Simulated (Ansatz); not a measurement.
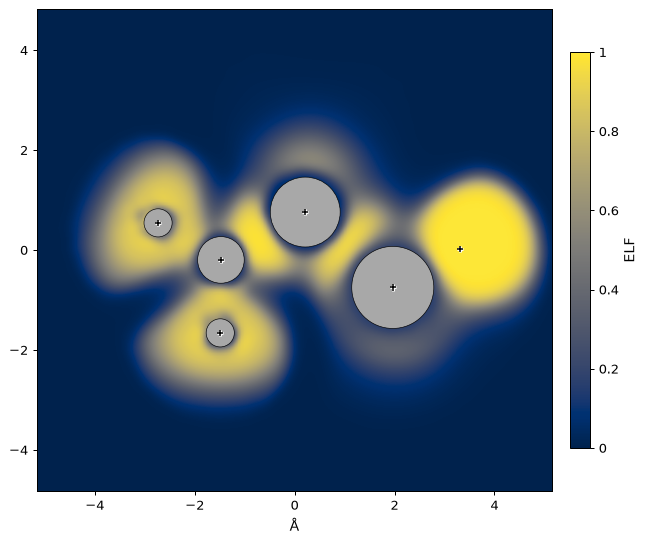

The ELF on a plane through atoms (crosses mark nuclei in the plane; grey discs cover the cores).

These are results of SCF r2SCAN, Gaussian basis in Ansatz 0.2.0, not measurements.

Candidates:
A. CH4GeOS
B. SiB (quartet)
C. BGeH9O2Si2

Which candidate gave the map?

Answer. Candidate C: BGeH9O2Si2 on the plane of atoms O1, B2 and O3, which holds O, B, Si, Ge and H. B–O (1.46 Å): the ELF peaks at about 0.90 between the atoms; a polar covalent bond. Si–B (1.94 Å): the ELF peaks at about 1 between the atoms: a covalent bond.
